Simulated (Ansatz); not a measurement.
```xyz
7

Zn   -0.0600    1.1831   -0.0139
S     0.9425   -1.1305    1.0590
O    -0.3670    0.0537   -1.4026
H    -0.1747   -1.4358    1.7382
H     0.0323    2.3721    0.9422
H     0.3988   -1.4629   -0.1334
H    -0.7719    0.4203   -2.1894
```

The product side of a reaction path; geometry: PBE0-D4/def2-TZVP.

Method: RKS PBE0-D4/def2-TZVPP in Ansatz.

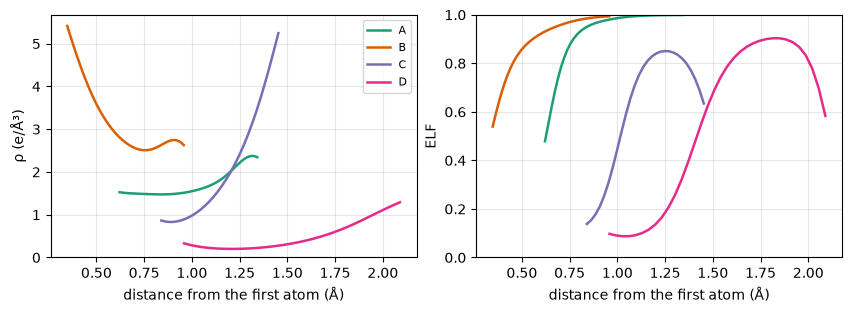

H4OSZn. Electron density and electron localisation function along straight lines between neighbouring atoms. The curves leave out the atomic cores.

Which curve belongs to which contact (O–H, S–H, Zn–O and Zn–S)? The first atom named is at distance zero.

Answer. Curve A: S–H (1.34 Å): the density is about 1.5 e/Å³ at the midpoint; the ELF climbs to about 1 towards the hydrogen, as it does in any bond to H. Curve B: O–H (0.96 Å): ρ is about 3.8 e/Å³ halfway; the ELF climbs to about 1 towards the hydrogen: an ordinary covalent bond to hydrogen. Curve C: Zn–O (1.82 Å): the density is about 0.83 e/Å³ at the midpoint; the ELF peaks at about 0.85 in the valence shell of O, 0.6 Å from its nucleus, and is about 0.20 at the midpoint. Curve D: Zn–S (2.74 Å): ρ is about 0.23 e/Å³ halfway, with its minimum of 0.2 e/Å³ about 1.2 Å from Zn; the ELF peaks at about 0.90 in the valence shell of S, 0.9 Å from its nucleus, and drops to about 0.10 between the two atoms.
